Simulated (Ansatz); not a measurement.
## C$_{8}$H$_{10}$O: single-point calculation

System: C$_{8}$H$_{10}$O, SMILES Cc1ccc(O)cc1C.
Method: RKS PBE0/cc-pVDZ (Ansatz 0.2.0).

The geometry comes from this level: PBE0-D4/def2-TZVP. Figures and captions count atoms from 1; the log counts them from 0 in places.

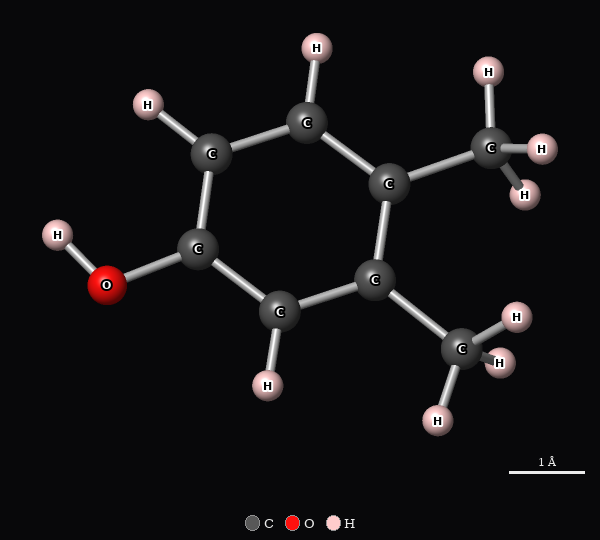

Figure 1. The input geometry (ball-and-stick view, seen at a tilt).

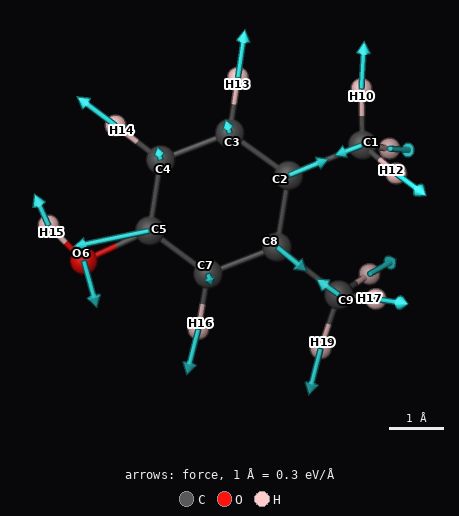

Figure 2. Forces on the atoms as teal arrows (ball-and-stick view, seen at a tilt; atoms are numbered from 1 in the order of the input). The largest act on C5 (0.44 eV/Å); O6 (0.29 eV/Å); H13 (0.29 eV/Å); H10, H11, H12, H14, H16, H19 (0.28 eV/Å), among others. The geometry is not a stationary point of this energy.

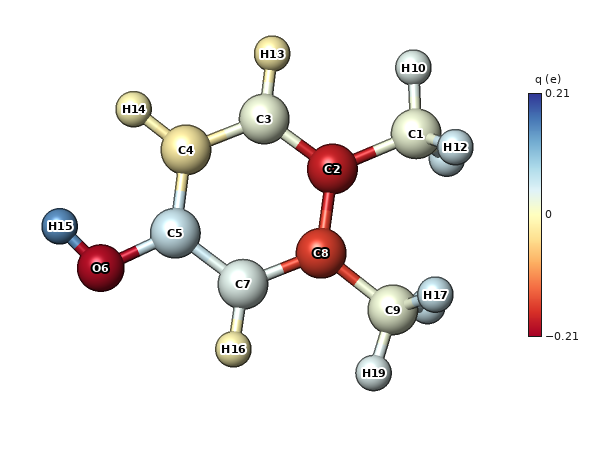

Figure 3. Mulliken charges, as the colour of each atom (ball-and-stick view, seen at a tilt; atoms are numbered from 1 in the order of the input; Mulliken charges depend strongly on the basis). By element: C −0.18 to +0.06, O −0.20 and H −0.02 to +0.15 e.

The input that produced these results follows, with the program's output.

Input file
```yaml
crystal:
  periodic: [false, false, false]
  atoms:
    - {symbol: C, position_ang: [2.029743, -1.075244, 0.284037]}
    - {symbol: C, position_ang: [0.828188, -0.283003, -0.129570]}
    - {symbol: C, position_ang: [0.837706, 0.457378, -1.302616]}
    - {symbol: C, position_ang: [-0.259842, 1.200449, -1.710667]}
    - {symbol: C, position_ang: [-1.402896, 1.206945, -0.927423]}
    - {symbol: O, position_ang: [-2.518283, 1.908613, -1.257968]}
    - {symbol: C, position_ang: [-1.431628, 0.472218, 0.250473]}
    - {symbol: C, position_ang: [-0.333400, -0.270052, 0.657152]}
    - {symbol: C, position_ang: [-0.394115, -1.052568, 1.932130]}
    - {symbol: H, position_ang: [2.836839, -0.966049, -0.441638]}
    - {symbol: H, position_ang: [1.801847, -2.142327, 0.371357]}
    - {symbol: H, position_ang: [2.411618, -0.754814, 1.258523]}
    - {symbol: H, position_ang: [1.730286, 0.455918, -1.920065]}
    - {symbol: H, position_ang: [-0.223082, 1.770711, -2.634231]}
    - {symbol: H, position_ang: [-2.365787, 2.368263, -2.087925]}
    - {symbol: H, position_ang: [-2.334936, 0.489708, 0.850064]}
    - {symbol: H, position_ang: [0.378088, -0.727558, 2.636059]}
    - {symbol: H, position_ang: [-0.227058, -2.119140, 1.753682]}
    - {symbol: H, position_ang: [-1.363249, -0.939449, 2.418626]}
basis:
  gaussian: {orbitals: cc-pVDZ, fitting: {mean_field: cc-pVTZ-jkfit}}
hamiltonian: {xc: {name: PBE0}}
output: {forces: true}
```

Command:
```bash
ansatz run in.yaml --threads 2 --pin off --events-out ev --progress --plain --max-ram 22528MiB --backend cpu
```

Output
```
Functional definition: PBE0
  name "PBE0"
  cite "Adamo & Barone, J. Chem. Phys. 110, 6158 (1999) doi:10.1063/1.478522"
  cite "Perdew, Burke & Ernzerhof, Phys. Rev. Lett. 77, 3865 (1996) doi:10.1103/PhysRevLett.77.3865"
  parent pbe
  parameter a = 0.25
  parameter kappa = 0.804
  parameter beta = 0.06672455060314922
  exchange = (1 - a)*pbe_x(kappa = kappa, mu = beta*pi^2/3) + a*exact_x
  correlation = pbe_c(beta = beta)
1011 factors; integrals over basis functions are off by at most 8.6e-2 eV
mean field evaluation 1: about -10484.7712 eV, gradient 6.4e1 eV
mean field evaluation 2: about -10484.3365 eV, gradient 6.5e1 eV
mean field evaluation 4: about -10494.7406 eV, gradient 4.2e0 eV
mean field evaluation 8: about -10494.7803 eV, gradient 4.3e-2 eV
mean field evaluation 16: about -10494.7803 eV, gradient 6.9e-5 eV
mean field -10494.78030602 eV, -385.6760626286 hartree, gradient 6.9e-5 eV, S^2 0.000000; 0 other end points of the search recorded, 0 dependent functions left out
the calculation of the forces begins
reference -10494.78033484 eV, -385.6760636878 hartree; 33, 33 occupied and 143, 143 virtual orbitals, 1011 factors
Total energy: -10494.78033484 eV, -385.6760636878 hartree
Atom 0 at     2.029743    -1.075244     0.284037 Å, force    -0.138598     0.093014    -0.052517 eV/Å
Atom 1 at     0.828188    -0.283003    -0.129570 Å, force     0.201218    -0.130266     0.069650 eV/Å
Atom 2 at     0.837706     0.457378    -1.302616 Å, force     0.049287     0.022524    -0.067288 eV/Å
Atom 3 at    -0.259842     1.200449    -1.710667 Å, force     0.048224     0.017115    -0.063523 eV/Å
Atom 4 at    -1.402896     1.206945    -0.927423 Å, force    -0.306066     0.258058    -0.187761 eV/Å
Atom 5 at    -2.518283     1.908613    -1.257968 Å, force    -0.167783    -0.070179     0.226076 eV/Å
Atom 6 at    -1.431628     0.472218     0.250473 Å, force    -0.043200    -0.021245     0.060227 eV/Å
Atom 7 at    -0.333400    -0.270052     0.657152 Å, force    -0.016499    -0.120343     0.195000 eV/Å
Atom 8 at    -0.394115    -1.052568     1.932130 Å, force     0.001678     0.089794    -0.139397 eV/Å
Atom 9 at     2.836839    -0.966049    -0.441638 Å, force     0.221940     0.014892    -0.176233 eV/Å
Atom 10 at     1.801847    -2.142327     0.371357 Å, force    -0.043997    -0.275220     0.026701 eV/Å
Atom 11 at     2.411618    -0.754814     1.258523 Å, force     0.108055     0.072049     0.247850 eV/Å
Atom 12 at     1.730286     0.455918    -1.920065 Å, force     0.236607    -0.000037    -0.164331 eV/Å
Atom 13 at    -0.223082     1.770711    -2.634231 Å, force     0.007271     0.149475    -0.241056 eV/Å
Atom 14 at    -2.365787     2.368263    -2.087925 Å, force     0.096775     0.066145    -0.171651 eV/Å
Atom 15 at    -2.334936     0.489708     0.850064 Å, force    -0.241704     0.017622     0.140430 eV/Å
Atom 16 at     0.378088    -0.727558     2.636059 Å, force     0.191817     0.072255     0.188096 eV/Å
Atom 17 at    -0.227058    -2.119140     1.753682 Å, force     0.040819    -0.272971    -0.032065 eV/Å
Atom 18 at    -1.363249    -0.939449     2.418626 Å, force    -0.245844     0.017318     0.141790 eV/Å
Dipole moment:     0.148476     0.023750    -0.140397 e Å
```

Key numbers

- outcome: converged
- total energy: −10494.7803 eV
- SCF solution under orbital rotations: stable
- largest force (length of the vector): 0.442 eV/Å
- dipole moment: 0.99 D
- hardware: 2 CPU threads, shared host
- wall time: 4.2 s (CPU time 8.1 s)
- peak memory: 0.41 GiB
